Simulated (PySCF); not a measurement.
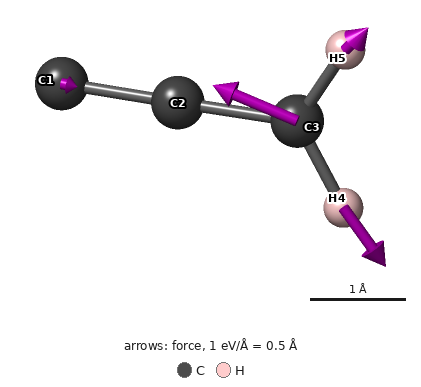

Starting geometry of C3H2 with the computed forces as purple arrows. The picture is a ball-and-stick view, seen at a tilt.

The start comes from GFN2-xTB. Its atoms were then displaced at random by about 0.01 Å.

Computed with PBE0-D3(BJ)/def2-SVP geometry optimisation, gas phase in PySCF 2.14.0, density-fitted response routines. 

> What follows when this structure is relaxed?

It isn't relaxed: the largest force vector, on C3, is 1.95 eV/Å. The final displacements follow the starting forces only in part (cosine between the two patterns 0.77). Over 6 geometry steps the energy falls by 0.047 eV. H4 moves most after the best rigid fit: 0.033 Å. By element the largest moves are H 0.033 Å, C 0.024 Å. Among the contacts that change: C3–H4 1.058 → 1.098 Å, C3–H5 1.077 → 1.099 Å, C2–C3 1.336 → 1.327 Å, C1–C2 1.296 → 1.291 Å. Among the angles between lasting bonds that change: H4–C3–H5 119.9° → 116.8°, C2–C3–H4 119.6° → 121.6°. The run took 4.5 s on 1 thread of Arm Neoverse V1, with other jobs on the host.
